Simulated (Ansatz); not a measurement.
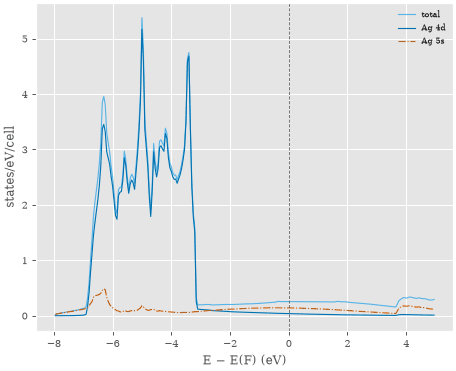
Fig. 1. Total and projected density of states of Ag (fcc (Cu type), Fm-3m), the program Ansatz at the r²SCAN+D4 level (PAW)

Q: Which orbitals carry the states next to the Fermi level?

A: Within 0.5 eV of the Fermi level: Ag 5s 55 %, Ag 4d 15 %, outside the projected shells 30 %. Projections are on Löwdin-orthogonalised atomic valence shells; empty p or d shells of many metals are not among them.

Q: Where is the tallest occupied peak in this window, and what makes it?

A: Near -5.0 eV, about 5.4 states/eV per cell; the largest projected share is Ag 4d.

Symmetry was held in the r²SCAN+D4 relaxation. The run is not spin-polarised. The pairwise dispersion correction was not fitted to metals. Spin–orbit coupling is left out wherever it is not named.

Potentials: the later of the program's two PAW sets.
